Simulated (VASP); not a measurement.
Band structure of Cd₃ZnS₄ (ordered alloy cell). Calculation: PBEsol GGA, VASP's PBE PAW potentials (set 64) (plane waves; VASP).

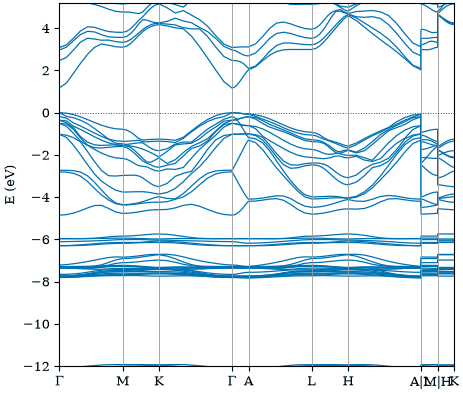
Figure: Bands along high-symmetry lines, zero at the valence-band maximum or, without a gap, the Fermi level

### Question
Read the plot: is there a gap, and where are the band edges?

### Answer
The gap is direct, 1.17 eV, from the valence maximum at Γ to the conduction minimum at Γ. (Edges off the drawn lines would not show.)

The structure was generated: Cd3ZnS4 was put into an ordered model structure (P3m1), which need not be its known phase. It was relaxed first.
